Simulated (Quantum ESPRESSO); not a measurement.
Density of states of BaPb3 (Pm-3m, 4 atoms in the cell).

```
CELL_PARAMETERS angstrom
      5.12378     0.00000     0.00000
      0.00000     5.12378     0.00000
      0.00000     0.00000     5.12378
ATOMIC_POSITIONS crystal
  Ba 0.00000 0.00000 0.00000
  Pb 0.00000 0.50000 0.50000
  Pb 0.50000 0.00000 0.50000
  Pb 0.50000 0.50000 0.00000
```

Method of the run: PBEsol, PseudoDojo standard norm-conserving (PBESOL) pseudopotentials (plane waves; Quantum ESPRESSO 7.5).

SCF settings: ecutwfc = 65 Ry; occupations = smearing; smearing = marzari-vanderbilt; degauss = 0.019992 Ry; potentials = {Ba: Ba.upf, Pb: Pb.upf}; K_POINTS = automatic 7 7 7 0 0 0; conv_thr = 1e-10 Ry; mixing_beta = 0.3. Keys of the DOS step: nscf.calculation = nscf; nscf.verbosity = high; nscf.occupations = tetrahedra_opt; nscf.nbnd = 34; nscf.startingwfc = random; nscf.diago_thr_init = 1e-06; nscf.K_POINTS = automatic 14 14 14 0 0 0; dos.x.fildos = dos.dat; dos.x.Emin = -15 eV; dos.x.Emax = 30 eV; dos.x.DeltaE = 0.1 eV.

The starting cell comes from a database of computed structures (which also holds hypothetical and non-ambient phases and stackings), without a prior relaxation at this level. Spin-orbit coupling is off.

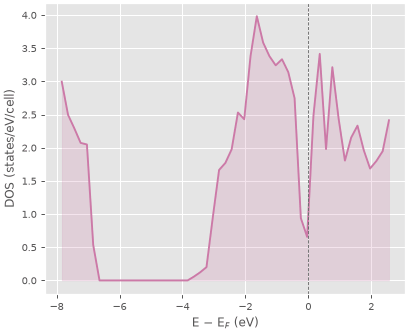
Figure: Total density of states, both spins summed.

Total DOS (both spins), as means of the tabulated values in each energy bin; the zero is the program's Fermi level or highest filled level, and the curve is cut to this window:

(E (eV), states/eV/cell): (-7.75, 2.75); (-7.25, 2.14); (-6.75, 0.27); (-6.25, 0.00); (-5.75, 0.00); (-5.25, 0.00); (-4.75, 0.00); (-4.25, 0.00); (-3.75, 0.03); (-3.25, 0.42); (-2.75, 1.72); (-2.25, 2.31); (-1.75, 3.68); (-1.25, 3.40); (-0.75, 3.24); (-0.25, 1.45); (0.25, 2.95); (0.75, 2.54); (1.25, 1.98); (1.75, 1.99); (2.25, 1.87)

Around zero the curve holds about 0.7 states/eV/cell.
